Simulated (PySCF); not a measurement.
# QCISD(T)/STO-6G run of BH3Cl− (SMILES [H][B-]([H])([H])Cl)

Aim: the energy change on altering one bond length of BH3Cl− at QCISD(T)/STO-6G, from 2 runs. 

The results are computed with PySCF 2.14.0.

10 further runs of the same task are left out: 1 that didn't finish, 9 set aside as unsound or not needed.

### 1 The molecule

BH3Cl− has 5 atoms, charge -1, and is taken as a singlet. As SMILES, `[H][B-]([H])([H])Cl`. The shape is that of a GFN2-xTB optimisation.

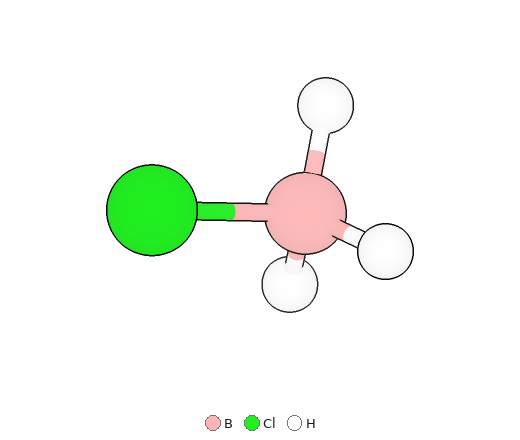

The structure, seen from a chosen angle (boron pink, chlorine green, hydrogen white).

### 2 The energy at QCISD(T)/STO-6G

calc.py

```python
# [BClH3]-
from pyscf import gto, scf, cc

mol = gto.M(
    atom='''
B     -0.001280     0.001630    -0.167010
Cl     0.013600    -0.021140     1.707330
H      1.152300     0.011380    -0.522240
H     -0.586640     1.005700    -0.497000
H     -0.577980    -0.997580    -0.521080
''',
    verbose=3,
    charge=-1,
    max_memory=1860,
    basis='sto-6g',
)

calc0 = scf.RHF(mol)
calc0.conv_tol = 1e-10
calc0.kernel()
if not calc0.converged:
    calc0 = calc0.newton().run(calc0.mo_coeff, calc0.mo_occ)

mycc = cc.QCISD(calc0, frozen=6)
mycc.kernel()
e_t = mycc.qcisd_t()
e_final = mycc.e_tot + e_t
print('E(%s) = %.9f' % ('QCISD(T)', e_final))
```

Run with:

```sh
$ OMP_NUM_THREADS=1 python calc.py
```

The program printed:

```text
converged SCF energy = -484.324334939008
E(QCISD) = -484.3877643582298  E_corr = -0.06342941922201348
QCISD(T) correction = -0.000300665750654774
E(QCISD(T)) = -484.388065024
```

Wall time 0.89 s (1 thread of Arm Neoverse V1, shared host); peak memory 0.1 GiB.

### 3 The distorted shape

input.py

```python
from pyscf import gto, scf, cc

mol = gto.M(
    atom='''
B      1.324991    -2.273830     0.432709
Cl     1.353110    -2.316859     3.974699
H      3.504941    -2.255405    -0.238578
H     -1.108589     1.900498    -0.939194
H      0.235186    -4.162063    -0.236386
''',
    spin=0,
    verbose=3,
    max_memory=1860,
    charge=-1,
    basis='sto-6g',
    unit='bohr',
)

mf = scf.RHF(mol)
mf.conv_tol = 1e-10
mf.kernel()
if not mf.converged:
    mf = mf.newton().run(mf.mo_coeff, mf.mo_occ)

mycc = cc.QCISD(mf, frozen=6)
mycc.kernel()
e_t = mycc.qcisd_t()
e_final = mycc.e_tot + e_t
print('Final energy', e_final)
```

Run with:

```sh
$ OMP_NUM_THREADS=1 python input.py
```

The program printed:

```text
converged SCF energy = -484.050281036218
E(QCISD) = -484.1931543749046  E_corr = -0.1428733386865911
QCISD(T) correction = -0.00216173722107754
Final energy -484.1953161121256
```

It took 0.95 s on 1 thread of Arm Neoverse V1, shared host; peak memory 0.1 GiB.

### 4 Results

At QCISD(T)/STO-6G, 6 core orbitals frozen:

| quantity | value |
| --- | --- |
| first shape: total energy | -484.38807 Eh |
| first shape: HOMO energy (Hartree–Fock orbitals) | -2.18 eV |
| first shape: LUMO energy (Hartree–Fock orbitals) | 20.88 eV |
| first shape: HOMO–LUMO gap (to an unbound level, set by the basis) | 23.06 eV |
| first shape: correlation energy (6 core orbitals frozen) | -63.7 mEh |
| first shape: (T) correction | -0.30 mEh |
| first shape: T1 diagnostic | 0.005 |
| distorted shape: total energy | -484.19532 Eh |
| distorted shape: HOMO energy (Hartree–Fock orbitals) | 2.20 eV |
| distorted shape: LUMO energy (Hartree–Fock orbitals) | 11.54 eV |
| distorted shape: HOMO–LUMO gap (to an unbound level, set by the basis) | 9.34 eV |
| distorted shape: correlation energy (6 core orbitals frozen) | -145.0 mEh |
| distorted shape: (T) correction | -2.16 mEh |
| distorted shape: T1 diagnostic | 0.072 |
| energy change with the B1–H4 bond stretched from 1.208 to 2.658 Å | 5.245 eV |

With the B1–H4 bond stretched from 1.208 to 2.658 Å the energy rises by 5.24 eV (121 kcal/mol). The first shape isn't relaxed at this level, so the change isn't measured from a minimum. The minimal basis adds a large error of its own. Mulliken charges (first shape) of the mean-field density run from -0.52 on Cl2 to +0.06 on B1. The triples (first shape) make up 0.5 % of the correlation energy. The T1 diagnostic (distorted shape) of 0.072 is above the customary mark for such species, so a single reference may not serve. Mulliken charges (distorted shape) of the mean-field density run from -0.50 on H4 to +0.18 on B1. The triples (distorted shape) make up 1.5 % of the correlation energy.
